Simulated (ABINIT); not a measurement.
# SiC (Moissanite): G0W0 in ABINIT against the wavefunction cutoff in GW, part 2 of 2

Wanted: the cheapest wavefunction cutoff in GW that holds the gap of SiC (Moissanite).

ABINIT 10.8.3; LDA and many-body steps on it, plane waves. Known limits of the many-body steps: not at the basis limit; coarse k mesh.

So far. Step 2 (Screening, 3×3×2 mesh, 39 bands, screening to 130.6 eV): Local fields lower ε∞ by 9 %. On a Γ-centred mesh this coarse the value itself is usually too large, while a short band sum pulls it down. Step 5 (18.5 Ha): The gap on the mesh goes from 2.22 eV to 2.79 eV, a correction of +0.56 eV.

### 6. Screening, 3×3×2 mesh, 39 bands, screening to 130.6 eV

This step: RPA screening on LDA, plane waves, norm-conserving pseudopotentials.

Contents of run.abi:

```
acell 3*1.0 Angstrom
rprim 
  3.075999999976 0.000000000005 0.000000000000
  -1.537999999993 2.663894142018 0.000000000000
  0.000000000000 0.000000000000 5.048000000000
ntypat 2
znucl 14 6
natom 4
typat 1 1 2 2
xred 
  0.333333333333 0.666666666667 0.000000000000
  0.666666666667 0.333333333333 0.500000000000
  0.333333333333 0.666666666667 0.385000000000
  0.666666666667 0.333333333333 0.885000000000
pp_dirpath "pseudos"
pseudos "Si.upf, C.upf"
ecut 37
ngkpt 3 3 2
nshiftk 1
shiftk 0 0 0
kptopt 1
chksymbreak 0
istwfk *1
occopt 1
irdwfk 1
optdriver 3
nband 39
ecuteps 4.8
inclvkb 2
awtr 1
symchi 1
ecutwfn 27.8
indata_prefix "in"
outdata_prefix "out"
tmpdata_prefix "tmp"
```

On the command line:

```bash
$ OMP_NUM_THREADS=1 mpirun -n 4 abinit run.abi > log
```

Output:

```text
.Version 10.8.3 of ABINIT. v10.8.2 released Aug 2026.

 Symmetries : space group P6_3 m c (#186); Bravais hP (primitive hexag.)
[... echo of the input left out ...]
== DATASET  1 ==================================================================
-   mpi_nproc: 4, omp_nthreads: 1 (-1 if OMP is not activated)

--- !DatasetInfo
iteration_state: {dtset: 1, }
dimensions: {natom: 4, nkpt: 6, mband: 39, nsppol: 1, nspinor: 1, nspden: 1, mpw: 1967, }
cutoff_energies: {ecut:  27.8, pawecutdg:  -1.0, }
[...]
--------------------------------------------------------------------------------
[... chi0 elements left out ...]
 For q-point:  0.000010 0.000020 0.000030
  dielectric constant =   8.7875
  dielectric constant without local fields =   9.6182

  Average fulfillment of the sum rule on Im[epsilon] for q-point    1 :     55.13  [%]
[... wings left out ...]
  q-point number  2        q = ( 0.333333, 0.000000, 0.000000) [r.l.u.]
--------------------------------------------------------------------------------
[... chi0 elements left out ...]
  Average fulfillment of the sum rule on Im[epsilon] for q-point    2 :     66.28  [%]

 [... 4 further q-points ...]
```

Run time: 3.1 s. Hardware: 4 MPI ranks of Arm Neoverse V1, shared host; peak memory 0.23 GiB; 12 s of CPU time.

This step gave:

- ε∞ with local fields, on this mesh, along the program's q direction: 8.787
- the same without local fields: 9.618
- plasma frequency: 23.09 eV
- plane waves in the screening matrix: 135

### 7. 27.8 Ha

This step: G0W0 on LDA, plane waves, norm-conserving pseudopotentials.

Edit run.abi of step 6 so:

```diff
@@ -25,8 +25,19 @@
 irdwfk 1
-optdriver 3
+optdriver 4
 nband 39
+gwcalctyp 0
+ecutsigx 27.8
+symsigma 1
+nkptgw 3
+kptgw 
+  0.0000000000 0.0000000000 0.0000000000
+  0.3333333333 0.3333333333 0.0000000000
+  0.3333333333 0.0000000000 0.0000000000
+bdgw 
+  6 10
+  7 10
+  7 10
 ecuteps 4.8
-inclvkb 2
-awtr 1
-symchi 1
+irdscr 1
+ppmodel 1
 ecutwfn 27.8
```

Output:

```text
.Version 10.8.3 of ABINIT. v10.8.2 released Aug 2026.

 Symmetries : space group P6_3 m c (#186); Bravais hP (primitive hexag.)
[... echo of the input left out ...]
== DATASET  1 ==================================================================
-   mpi_nproc: 4, omp_nthreads: 1 (-1 if OMP is not activated)

--- !DatasetInfo
iteration_state: {dtset: 1, }
dimensions: {natom: 4, nkpt: 6, mband: 39, nsppol: 1, nspinor: 1, nspden: 1, mpw: 1967, }
cutoff_energies: {ecut:  27.8, pawecutdg:  -1.0, }
[...]
Band     E0 <VxcDFT>   SigX SigC(E0)      Z dSigC/dE  Sig(E)    E-E0       E
[...]
9  10.514 -10.835  -5.676  -3.945   0.824  -0.214  -9.835   1.000  11.514
       10  12.172 -11.493  -6.132  -3.959   0.817  -0.224 -10.348   1.145  13.317

== END DATASET(S) ==============================================================
================================================================================

 -outvars: echo values of variables after computation  --------
           etotal      0.0000000000E+00
            nband          39
             nkpt           6
          spgroup         186
 [... the other variables as echoed above ...]

 Calculation completed.
```

Elapsed: 3.4 s, on 4 MPI ranks; peak memory 0.32 GiB; 13 s of CPU time.

Numbers from this step:

* G0W0 gap on the points computed: 2.794 eV
* starting gap on the mesh: 2.222 eV
* k of the valence top: 0, 0, 0
* k of the conduction bottom: 0.3333, 0.3333, 0
* least direct G0W0 gap on the computed points: 5.243 eV

Against the run before, the gap moves by +0.009 eV.

### 8. Screening, 3×3×2 mesh, 39 bands, screening to 130.6 eV

This step: RPA screening on LDA, plane waves, norm-conserving pseudopotentials.

Edit run.abi of step 7 so:

```diff
@@ -25,20 +25,8 @@
 irdwfk 1
-optdriver 4
+optdriver 3
 nband 39
-gwcalctyp 0
-ecutsigx 27.8
-symsigma 1
-nkptgw 3
-kptgw 
-  0.0000000000 0.0000000000 0.0000000000
-  0.3333333333 0.3333333333 0.0000000000
-  0.3333333333 0.0000000000 0.0000000000
-bdgw 
-  6 10
-  7 10
-  7 10
 ecuteps 4.8
-irdscr 1
-ppmodel 1
-ecutwfn 27.8
+inclvkb 2
+awtr 1
+symchi 1
 indata_prefix "in"
```

Output:

```text
.Version 10.8.3 of ABINIT. v10.8.2 released Aug 2026.

 Symmetries : space group P6_3 m c (#186); Bravais hP (primitive hexag.)
[... echo of the input left out ...]
== DATASET  1 ==================================================================
-   mpi_nproc: 4, omp_nthreads: 1 (-1 if OMP is not activated)

--- !DatasetInfo
iteration_state: {dtset: 1, }
dimensions: {natom: 4, nkpt: 6, mband: 39, nsppol: 1, nspinor: 1, nspden: 1, mpw: 3018, }
cutoff_energies: {ecut:  37.0, pawecutdg:  -1.0, }
[...]
--------------------------------------------------------------------------------
[... chi0 elements left out ...]
 For q-point:  0.000010 0.000020 0.000030
  dielectric constant =   8.7857
  dielectric constant without local fields =   9.6161

  Average fulfillment of the sum rule on Im[epsilon] for q-point    1 :     55.13  [%]
[... wings left out ...]
  q-point number  2        q = ( 0.333333, 0.000000, 0.000000) [r.l.u.]
--------------------------------------------------------------------------------
[... chi0 elements left out ...]
  Average fulfillment of the sum rule on Im[epsilon] for q-point    2 :     66.28  [%]

 [... 4 further q-points ...]
```

Run time: 3.9 s. Hardware: 4 MPI ranks; peak memory 0.4 GiB.

Numbers from this step:

| Quantity | Value |
| --- | --- |
| ε∞ with local fields, on this mesh, along the program's q direction | 8.786 |
| the same without local fields | 9.616 |
| plasma frequency | 23.09 eV |
| plane waves in the screening matrix | 135 |

### 9. 37 Ha

This step: G0W0 on LDA, plane waves, norm-conserving pseudopotentials.

Edit run.abi of step 8 so:

```diff
@@ -25,8 +25,19 @@
 irdwfk 1
-optdriver 3
+optdriver 4
 nband 39
+gwcalctyp 0
+ecutsigx 37
+symsigma 1
+nkptgw 3
+kptgw 
+  0.0000000000 0.0000000000 0.0000000000
+  0.3333333333 0.3333333333 0.0000000000
+  0.3333333333 0.0000000000 0.0000000000
+bdgw 
+  6 10
+  7 10
+  7 10
 ecuteps 4.8
-inclvkb 2
-awtr 1
-symchi 1
+irdscr 1
+ppmodel 1
 indata_prefix "in"
```

Output:

```text
.Version 10.8.3 of ABINIT. v10.8.2 released Aug 2026.

 Symmetries : space group P6_3 m c (#186); Bravais hP (primitive hexag.)
[... echo of the input left out ...]
== DATASET  1 ==================================================================
-   mpi_nproc: 4, omp_nthreads: 1 (-1 if OMP is not activated)

--- !DatasetInfo
iteration_state: {dtset: 1, }
dimensions: {natom: 4, nkpt: 6, mband: 39, nsppol: 1, nspinor: 1, nspden: 1, mpw: 3018, }
cutoff_energies: {ecut:  37.0, pawecutdg:  -1.0, }
[...]
Band     E0 <VxcDFT>   SigX SigC(E0)      Z dSigC/dE  Sig(E)    E-E0       E
[...]
9  10.514 -10.835  -5.676  -3.945   0.824  -0.214  -9.835   1.000  11.514
       10  12.172 -11.492  -6.132  -3.960   0.817  -0.224 -10.348   1.144  13.316

== END DATASET(S) ==============================================================
================================================================================

 -outvars: echo values of variables after computation  --------
           etotal      0.0000000000E+00
            nband          39
             nkpt           6
          spgroup         186
 [... the other variables as echoed above ...]

 Calculation completed.
```

Run time: 3.7 s. Hardware: 4 MPI ranks; peak memory 0.35 GiB.

Numbers from this step:

```
G0W0 gap on the points computed              : 2.795 eV
starting gap on the mesh                     : 2.222 eV
k of the valence top                         : 0, 0, 0
k of the conduction bottom                   : 0.3333, 0.3333, 0
least direct G0W0 gap on the computed points : 5.244 eV
```

Against the run before, the gap moves by +0.001 eV.

### 10. The runs together

Times are wall times on 4 MPI ranks of Arm Neoverse V1, shared host, good to a factor of about two. A run's time includes the screening step that it read.

| run | mesh | bands | screening cutoff (eV) | DFT gap (eV) | gap on the mesh (eV) | direct (eV) | ε∞ used | time |
| --- | --- | --- | --- | --- | --- | --- | --- | --- |
| 11.1 Ha | 3×3×2 | 39 | 130.6 | 2.222 | 2.754 | 5.211 | 8.90 | 5.6 s |
| 18.5 Ha | 3×3×2 | 39 | 130.6 | 2.222 | 2.785 | 5.236 | 8.81 | 6.2 s |
| 27.8 Ha | 3×3×2 | 39 | 130.6 | 2.222 | 2.794 | 5.243 | 8.79 | 6.4 s |
| 37 Ha | 3×3×2 | 39 | 130.6 | 2.222 | 2.795 | 5.244 | 8.79 | 7.6 s |

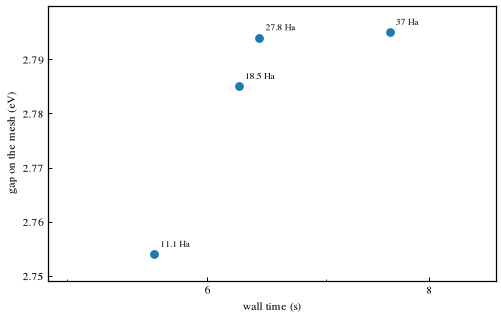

Result against wall time.

### 11. Results

```json
{
 "11.1 Ha": "2.754 eV",
 "18.5 Ha": "2.785 eV",
 "27.8 Ha": "2.794 eV",
 "37 Ha": "2.795 eV",
 "known limits": "not at the basis limit; coarse k mesh"
}
```

What this shows: The setting moved: wavefunction cutoff in GW. From 11.1 Ha to 37 Ha the gap moves by +0.04 eV. It holds to 0.03 eV from 18.5 Ha on. Bands and screening cutoff are coupled, so a series along one setting does not show full convergence. The exchange cutoff follows the wavefunction cutoff here. Bands and cutoff are finite, so the gap is not at the basis limit. The miss can reach some tenths of an eV and take either sign; the mesh is an error of its own. In the G0W0 runs levels were corrected at 3 k points alone, so a gap called «on the mesh» is the least over those, and an edge elsewhere would be missed. The 3×3×2 mesh is coarse for this cell, which bears on the long-range parts of exchange and screening.

[Paths, hosts, dates, memory and timing lines, banners, echoed tables and standing remarks are left out of the program output.]

[Logs are printed without paths, hosts, clocks, repeated set-up lines and the standing remarks that a program may print on its own settings, such as how far it seeks lower states.]

[Runs of the session that timed out or met a known fault of the program may be left out.]

[Hosts, paths, dates, database ids (printed as entryN), source tags and the programs' standing remarks are cut or masked in the printed files.]

[G0W0 gaps are taken among the corrected bands and points alone; a level outside them can change the order at an edge.]

[Where Ansatz stands beside ABINIT at settings called matched, ABINIT's density can come from a denser mesh and the files from another edition; pairs whose starting gaps differed by over 0.03 eV were left out, so agreement reads better than it is.]
